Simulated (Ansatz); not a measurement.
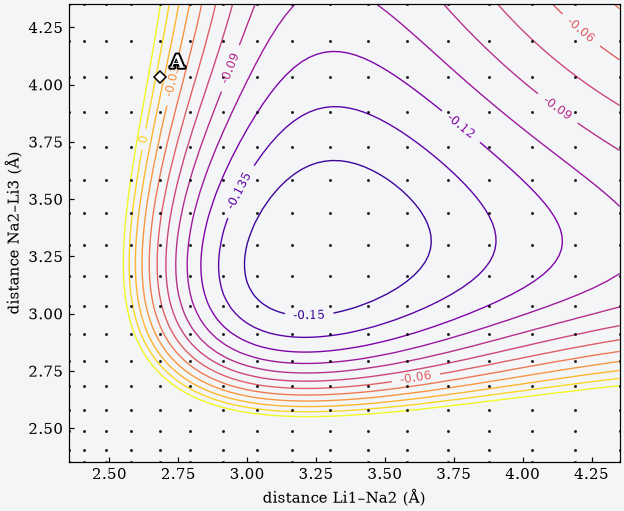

The system Li + NaLi, spin multiplicity 2. First axis: distance Li1–Na2. Second axis: distance Na2–Li3. Nothing is relaxed (the angle Li1–Na2–Li3 is fixed at 100 degrees). The grid has 17 × 17 points; 153 points were computed and 136 follow by symmetry. Points are written as (first, second). Energies are in eV, from Li far from the relaxed NaLi (each part in its own basis). In part of the range the unrestricted reference is strongly spin-contaminated. Method: UHF/def2-TZVPD in Ansatz 0.2.0.

Drawn: contour lines labelled in eV (none above 0.015), dots at the grid points, the point A. Between grid points the surface is interpolated.

Question: Is A at rest? If not, where is it pushed?

Answer: A, at (2.682 Å, 4.033 Å), is not a stationary point. The computed force is 0.49 eV for each Å towards larger values of distance Li1–Na2 and 0.083 eV for each Å towards smaller values of distance Na2–Li3.
